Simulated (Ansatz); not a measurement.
# CH5FN− (SMILES [F-].CN): Born-Oppenheimer dynamics

The task is to watch the atoms for 30 steps of 0.5 fs, started with velocities for 300 K and run with a Langevin thermostat.

Program: Ansatz 0.2.0, Gaussian basis. Level of theory: wB97X-V/6-31G. These are calculated values, not measurements.

### 1 The starting structure

The start, a pair relaxed at PBE0-D4: SMILES `[F-].CN`, 8 atoms, charge -1, spin multiplicity 1.

Atoms are counted from 1 here; the program's logs count them from 0.

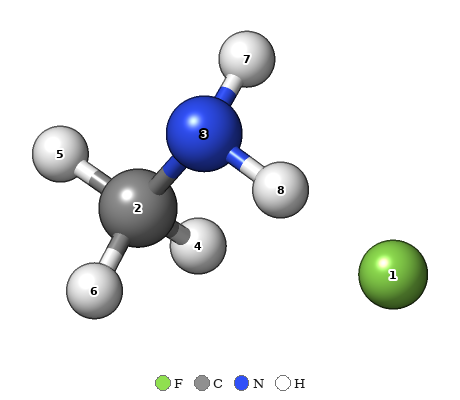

Start geometry, drawn with fluorine green, carbon grey, nitrogen blue, hydrogen white; atoms are numbered from 1 in the order of the file.

Geometry (Å):

```
F     0.5411    0.1441   -2.4840
C    -0.3134   -0.4184    0.6636
N     0.5984    0.5456    0.0933
H    -1.3287   -0.4237    0.2238
H    -0.4287   -0.2811    1.7498
H     0.0887   -1.4264    0.5134
H     0.2038    1.4738    0.2064
H     0.6387    0.3861   -0.9664
```

### 2 Dynamics

Input file md/in.yaml:

```yaml
crystal:
  periodic: [false, false, false]
  atoms:
    - {symbol: F, position_ang: [0.541119, 0.144147, -2.484002]}
    - {symbol: C, position_ang: [-0.313439, -0.418442, 0.663589]}
    - {symbol: N, position_ang: [0.598437, 0.545611, 0.093312]}
    - {symbol: H, position_ang: [-1.328696, -0.423704, 0.223819]}
    - {symbol: H, position_ang: [-0.428741, -0.281071, 1.749782]}
    - {symbol: H, position_ang: [0.088743, -1.426441, 0.513437]}
    - {symbol: H, position_ang: [0.203841, 1.473759, 0.206450]}
    - {symbol: H, position_ang: [0.638736, 0.386141, -0.966387]}
basis:
  gaussian: {orbitals: 6-31G}
total_charge: -1
hamiltonian: {xc: {name: wB97X-V}}
md: {n_steps: 30, timestep: 0.5, temperature: 300, ensemble: nvt_langevin, seed: 285, friction: 0.01, initial_velocities: maxwell_boltzmann}
```

Run with:

```bash
$ ansatz run in.yaml --threads 2 --pin off --events-out ev --progress --plain --max-ram 5222MiB
```

The program printed:

```text
Functional definition: wB97X-V
  name "wB97X-V"
  cite "Mardirossian & Head-Gordon, Phys. Chem. Chem. Phys. 16, 9904 (2014) doi:10.1039/C3CP54374A"
  cite "Becke, J. Chem. Phys. 107, 8554 (1997) doi:10.1063/1.475007"
  cite "Vydrov & Van Voorhis, J. Chem. Phys. 133, 244103 (2010) doi:10.1063/1.3521275"
  parameter omega = 0.3/bohr
  parameter cx = 0.167
  parameter cx1 = 0.603
  parameter cx2 = 1.194
  parameter css0 = 0.556
  parameter css1 = -0.257
  parameter cos0 = 1.219
  parameter cos1 = -1.850
  parameter b = 6.0
  parameter c = 0.01
  exchange = spin_sum(e_x_unif_sr(omega)*poly(b97_u_x, 1 - cx, cx1, cx2)) + cx*exact_x_sr(omega) + exact_x_lr(omega)
  correlation = spin_sum(e_c_pw_same_spin*poly(b97_u_same, css0, css1))
      + integral(e_c_pw_opposite_spin*poly(b97_u_opposite, cos0, cos1)) + vv10(b, c)
545 factors; integrals over basis functions are off by at most 1.7e-4 eV
207 factors; integrals over basis functions are off by at most 3.7e-7 eV
mean field evaluation 1: about -5320.6076 eV, gradient 2.1e1 eV
mean field evaluation 2: about -5321.1502 eV, gradient 1.7e1 eV
mean field evaluation 4: about -5321.5857 eV, gradient 4.7e-1 eV
mean field evaluation 8: about -5321.5799 eV, gradient 6.3e-3 eV
mean field -5321.57994782 eV, -195.5644559858 hartree, gradient 1.4e-5 eV, S^2 0.000000; 0 other end points of the search recorded, 0 dependent functions left out
the calculation of the forces begins
reference -5321.57994690 eV, -195.5644559523 hartree; 14, 14 occupied and 23, 23 virtual orbitals, 545 factors
md step     0: t =     0.00 fs  T =   262.5 K  F+E_penalty+E_count = -5321.57994782 eV  E_kin = 0.271446 eV  (23 SCF iters)
these checks for a lower state are left out or cut short: starts, cluster_reference, orbital_swaps, neighbouring_geometries, increment
545 factors; integrals over basis functions are off by at most 1.8e-4 eV
207 factors; integrals over basis functions are off by at most 3.7e-7 eV
mean field evaluation 16: about -5321.5715 eV, gradient 3.2e-3 eV
mean field -5321.56508876 eV, -195.5639099254 hartree, gradient 4.1e-5 eV, S^2 0.000000; 0 other end points of the search recorded, 0 dependent functions left out
the calculation of the forces begins
reference -5321.56508784 eV, -195.5639098919 hartree; 14, 14 occupied and 23, 23 virtual orbitals, 545 factors
md step     1: t =     0.50 fs  T =   241.5 K  F+E_penalty+E_count = -5321.56508876 eV  E_kin = 0.249713 eV  (25 SCF iters)
these checks for a lower state are left out or cut short: starts, cluster_reference, orbital_swaps, neighbouring_geometries, increment
545 factors; integrals over basis functions are off by at most 1.8e-4 eV
207 factors; integrals over basis functions are off by at most 3.7e-7 eV
mean field -5321.53609747 eV, -195.5628445152 hartree, gradient 4.1e-5 eV, S^2 0.000000; 0 other end points of the search recorded, 0 dependent functions left out
the calculation of the forces begins
reference -5321.53609655 eV, -195.5628444816 hartree; 14, 14 occupied and 23, 23 virtual orbitals, 545 factors
md step     2: t =     1.00 fs  T =   213.3 K  F+E_penalty+E_count = -5321.53609747 eV  E_kin = 0.220595 eV  (24 SCF iters)
[... from here on, the SCF cycles and remarks between the steps are left out ...]
md step     3: t =     1.50 fs  T =   172.2 K  F+E_penalty+E_count = -5321.50314621 eV  E_kin = 0.178110 eV  (25 SCF iters)
md step     4: t =     2.00 fs  T =   157.1 K  F+E_penalty+E_count = -5321.47704838 eV  E_kin = 0.162476 eV  (25 SCF iters)
md step     5: t =     2.50 fs  T =   148.5 K  F+E_penalty+E_count = -5321.46371492 eV  E_kin = 0.153573 eV  (25 SCF iters)
md step     6: t =     3.00 fs  T =   162.4 K  F+E_penalty+E_count = -5321.46078772 eV  E_kin = 0.167941 eV  (25 SCF iters)
md step     7: t =     3.50 fs  T =   165.6 K  F+E_penalty+E_count = -5321.46427600 eV  E_kin = 0.171235 eV  (25 SCF iters)
md step     8: t =     4.00 fs  T =   162.4 K  F+E_penalty+E_count = -5321.46911922 eV  E_kin = 0.167984 eV  (25 SCF iters)
md step     9: t =     4.50 fs  T =   163.1 K  F+E_penalty+E_count = -5321.47188745 eV  E_kin = 0.168677 eV  (26 SCF iters)
md step    10: t =     5.00 fs  T =   154.4 K  F+E_penalty+E_count = -5321.47204578 eV  E_kin = 0.159709 eV  (25 SCF iters)
md step    11: t =     5.50 fs  T =   145.8 K  F+E_penalty+E_count = -5321.46808027 eV  E_kin = 0.150765 eV  (25 SCF iters)
md step    12: t =     6.00 fs  T =   143.0 K  F+E_penalty+E_count = -5321.45920188 eV  E_kin = 0.147861 eV  (25 SCF iters)
md step    13: t =     6.50 fs  T =   133.1 K  F+E_penalty+E_count = -5321.44655189 eV  E_kin = 0.137592 eV  (25 SCF iters)
md step    14: t =     7.00 fs  T =   125.4 K  F+E_penalty+E_count = -5321.43334931 eV  E_kin = 0.129717 eV  (25 SCF iters)
md step    15: t =     7.50 fs  T =   125.4 K  F+E_penalty+E_count = -5321.42800570 eV  E_kin = 0.129679 eV  (26 SCF iters)
md step    16: t =     8.00 fs  T =   125.9 K  F+E_penalty+E_count = -5321.43775883 eV  E_kin = 0.130169 eV  (26 SCF iters)
md step    17: t =     8.50 fs  T =   149.9 K  F+E_penalty+E_count = -5321.46025028 eV  E_kin = 0.154962 eV  (25 SCF iters)
md step    18: t =     9.00 fs  T =   176.7 K  F+E_penalty+E_count = -5321.48874991 eV  E_kin = 0.182771 eV  (24 SCF iters)
md step    19: t =     9.50 fs  T =   201.1 K  F+E_penalty+E_count = -5321.51605605 eV  E_kin = 0.207994 eV  (25 SCF iters)
md step    20: t =    10.00 fs  T =   241.3 K  F+E_penalty+E_count = -5321.53504478 eV  E_kin = 0.249525 eV  (25 SCF iters)
md step    21: t =    10.50 fs  T =   249.4 K  F+E_penalty+E_count = -5321.54055918 eV  E_kin = 0.257890 eV  (25 SCF iters)
md step    22: t =    11.00 fs  T =   253.6 K  F+E_penalty+E_count = -5321.53425601 eV  E_kin = 0.262228 eV  (25 SCF iters)
md step    23: t =    11.50 fs  T =   240.5 K  F+E_penalty+E_count = -5321.52061994 eV  E_kin = 0.248732 eV  (25 SCF iters)
md step    24: t =    12.00 fs  T =   233.5 K  F+E_penalty+E_count = -5321.50497845 eV  E_kin = 0.241433 eV  (25 SCF iters)
md step    25: t =    12.50 fs  T =   228.5 K  F+E_penalty+E_count = -5321.48984561 eV  E_kin = 0.236328 eV  (25 SCF iters)
md step    26: t =    13.00 fs  T =   221.7 K  F+E_penalty+E_count = -5321.47358669 eV  E_kin = 0.229226 eV  (25 SCF iters)
md step    27: t =    13.50 fs  T =   197.8 K  F+E_penalty+E_count = -5321.45439740 eV  E_kin = 0.204491 eV  (25 SCF iters)
md step    28: t =    14.00 fs  T =   162.9 K  F+E_penalty+E_count = -5321.43425743 eV  E_kin = 0.168464 eV  (25 SCF iters)
md step    29: t =    14.50 fs  T =   146.7 K  F+E_penalty+E_count = -5321.41823782 eV  E_kin = 0.151711 eV  (25 SCF iters)
these checks for a lower state are left out or cut short: starts, cluster_reference, orbital_swaps, neighbouring_geometries, increment
545 factors; integrals over basis functions are off by at most 1.8e-4 eV
207 factors; integrals over basis functions are off by at most 3.7e-7 eV
mean field -5321.41067439 eV, -195.5582353021 hartree, gradient 4.2e-5 eV, S^2 0.000000; 0 other end points of the search recorded, 0 dependent functions left out
the calculation of the forces begins
reference -5321.41067345 eV, -195.5582352676 hartree; 14, 14 occupied and 23, 23 virtual orbitals, 545 factors
545 factors; integrals over basis functions are off by at most 1.8e-4 eV
207 factors; integrals over basis functions are off by at most 3.7e-7 eV
mean field evaluation 192: about -5321.4107 eV, gradient 7.0e-4 eV
mean field -5321.41067439 eV, -195.5582353021 hartree, gradient 4.2e-5 eV, S^2 0.000000; 1 other end points of the search recorded, 0 dependent functions left out
the calculation of the forces begins
reference -5321.41067345 eV, -195.5582352676 hartree; 14, 14 occupied and 23, 23 virtual orbitals, 545 factors
md step    30: t =    15.00 fs  T =   146.9 K  F+E_penalty+E_count = -5321.41067439 eV  E_kin = 0.151954 eV  (25 SCF iters)
Total energy: -5321.41067345 eV, -195.5582352676 hartree
Atom 0 at     0.565923     0.179474    -2.498240 Å, force     0.175167     0.050423     0.340730 eV/Å
Atom 1 at    -0.294300    -0.503502     0.680980 Å, force    -0.675166    -0.185960     0.095301 eV/Å
Atom 2 at     0.562474     0.550545     0.101362 Å, force    -0.598854     1.173055     1.805574 eV/Å
Atom 3 at    -1.325182    -0.622723     0.203552 Å, force     0.853953     0.057030     0.101987 eV/Å
Atom 4 at    -0.560915    -0.389631     1.802617 Å, force     0.857640     0.090369    -1.326635 eV/Å
Atom 5 at     0.237250    -1.483425     0.546941 Å, force    -0.463313     0.644668     0.186490 eV/Å
Atom 6 at     0.192854     1.522540     0.296736 Å, force     0.377522    -1.470853    -0.344816 eV/Å
Atom 7 at     0.762998     0.427829    -0.932924 Å, force    -0.526949    -0.358733    -0.858632 eV/Å
Dipole moment:    -0.457937    -0.068298     1.120502 e Å
```

Run time: 68 s. Hardware: 2 threads of Arm Neoverse V1, shared host.

### 3 Frames and traces

Step by step:

```
time (fs)  T (K)  potential (meV)  potential + kinetic (meV)  C2–H5 (Å)  N3–H8 (Å)  N3–H7 (Å)
     0.00    262              0.0                        0.0      1.101      1.072      1.015
     0.50    241             14.9                       -6.9      1.113      1.078      0.999
     1.00    213             43.9                       -7.0      1.123      1.085      0.988
     1.50    172             76.8                      -16.5      1.133      1.092      0.981
     2.00    157            102.9                       -6.1      1.140      1.099      0.979
     2.50    149            116.2                       -1.6      1.146      1.106      0.984
     3.00    162            119.2                       15.7      1.148      1.114      0.994
     3.50    166            115.7                       15.5      1.147      1.121      1.007
     4.00    162            110.8                        7.4      1.143      1.128      1.022
     4.50    163            108.1                        5.3      1.135      1.135      1.037
     5.00    154            107.9                       -3.8      1.125      1.140      1.049
     5.50    146            111.9                       -8.8      1.112      1.143      1.059
     6.00    143            120.7                       -2.8      1.099      1.145      1.065
     6.50    133            133.4                       -0.5      1.086      1.144      1.067
     7.00    125            146.6                        4.9      1.074      1.142      1.066
     7.50    125            151.9                       10.2      1.065      1.138      1.061
     8.00    126            142.2                        0.9      1.061      1.132      1.052
     8.50    150            119.7                        3.2      1.060      1.126      1.040
     9.00    177             91.2                        2.5      1.063      1.118      1.026
     9.50    201             63.9                        0.4      1.070      1.110      1.011
    10.00    241             44.9                       23.0      1.081      1.102      0.997
    10.50    249             39.4                       25.8      1.095      1.092      0.986
    11.00    254             45.7                       36.5      1.110      1.083      0.979
    11.50    241             59.3                       36.6      1.126      1.075      0.978
    12.00    233             75.0                       45.0      1.140      1.068      0.981
    12.50    229             90.1                       55.0      1.151      1.061      0.989
    13.00    222            106.4                       64.1      1.159      1.056      1.002
    13.50    198            125.6                       58.6      1.164      1.053      1.018
    14.00    163            145.7                       42.7      1.165      1.052      1.033
    14.50    147            161.7                       42.0      1.163      1.055      1.047
    15.00    147            169.3                       49.8      1.158      1.061      1.058
```

Energies count from the start.

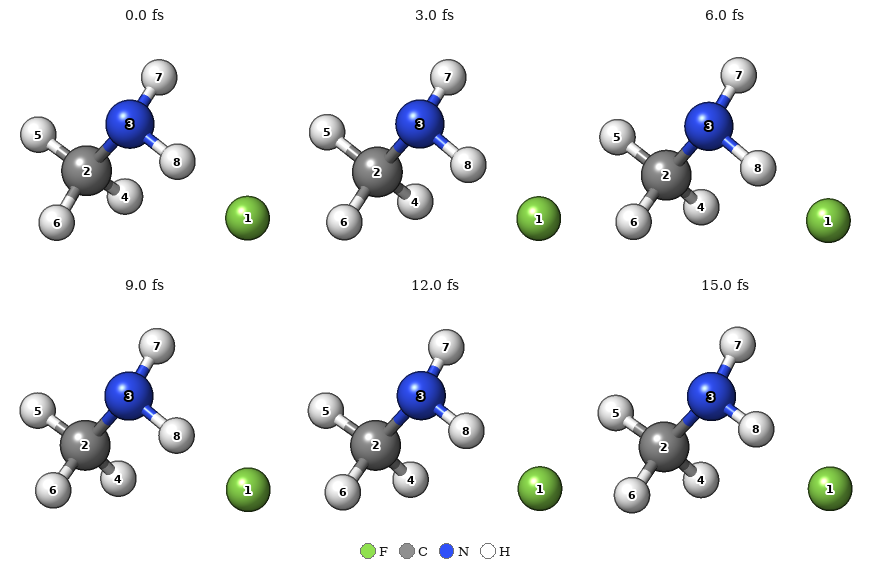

Six frames.

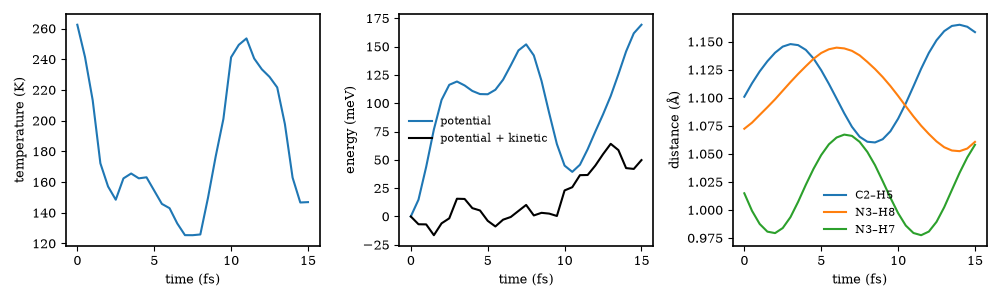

Temperature, energies and the distances followed.

Positions (Å) and forces (eV/Å) at 6.00 fs:

```xyz
8

F     0.547    0.159   -2.499   -0.072   -0.045    0.489
C    -0.316   -0.441    0.653    0.381   -0.231    0.950
N     0.585    0.550    0.116   -0.237    1.483   -1.913
H    -1.326   -0.561    0.206   -0.009    0.229    0.108
H    -0.366   -0.284    1.740   -0.705   -0.143    0.235
H     0.193   -1.400    0.551   -0.062   -0.413   -0.214
H     0.223    1.543    0.247    0.341   -1.489   -0.144
H     0.628    0.343   -1.009    0.364    0.608    0.489
```

Positions (Å) and forces (eV/Å) at 15.00 fs:

```xyz
8

F     0.566    0.179   -2.498    0.175    0.050    0.341
C    -0.294   -0.504    0.681   -0.675   -0.186    0.095
N     0.562    0.551    0.101   -0.599    1.173    1.806
H    -1.325   -0.623    0.204    0.854    0.057    0.102
H    -0.561   -0.390    1.803    0.858    0.090   -1.327
H     0.237   -1.483    0.547   -0.463    0.645    0.186
H     0.193    1.523    0.297    0.378   -1.471   -0.345
H     0.763    0.428   -0.933   -0.527   -0.359   -0.859
```

### 4 Summary of results

```
                                                 quantity              value
                                                   length  30 steps, 15.0 fs
                                 temperature at the start              262 K
                            mean temperature, second half              194 K
lowest and highest potential energy, from the first frame      0 and 169 meV
                    largest change of potential + kinetic           64.1 meV
```

The thermostat trades energy with the molecule, so the sum of potential and kinetic energy isn't conserved: it changes by +50 meV over the run. The mean temperature of the second half is still well below the 300 K set. The temperature runs between 125 and 262 K. The molecule keeps its bonds. Under Langevin the temperature counts 3N degrees of freedom, more than the drawn velocities fill, so it starts at 262 K, not 300 K.
